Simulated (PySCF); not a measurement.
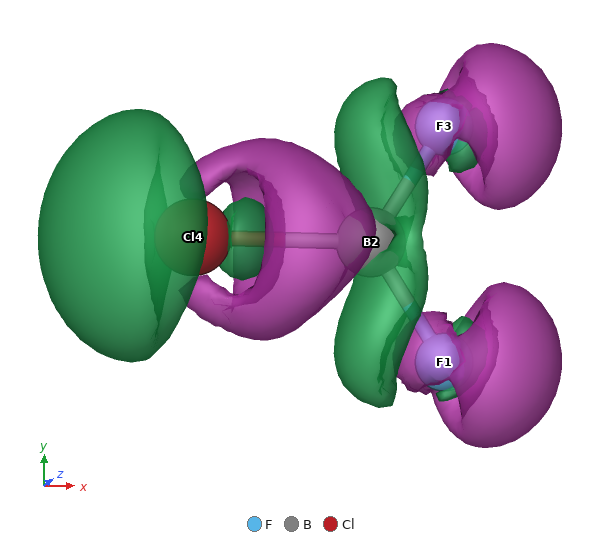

Figure. BClF2, SMILES `FB(F)Cl`. Change of the electron density in a uniform field of 0.21 V/Å, surfaces at ±0.0015 e/Å³ (green: gain, purple: loss).

Computed with PySCF, ωB97X/def2-TZVP, geometry: GFN2-xTB. No frequency check shows the geometry to be a minimum. A basis without diffuse functions makes polarisabilities too small. GFN2-xTB bond lengths at metals and heavier atoms can be off by up to 0.1 Å and shapes distorted, which carries into these values.

Along which Cartesian direction does the field point?

Along +x: electrons gather on the −x side, against the field.

What dipole is induced, and what polarisability does it imply?

The induced dipole is 0.31 D (along the field); α along this axis, from the fields in both directions, is 31 bohr³ (4.6 Å³).

Which atoms gain and lose the most charge?

Electrons gather most on Cl4 (Hirshfeld charge changes by −0.016 e) and leave F1 and F3 alike most (+0.006 e); 0.030 electrons are displaced in all.
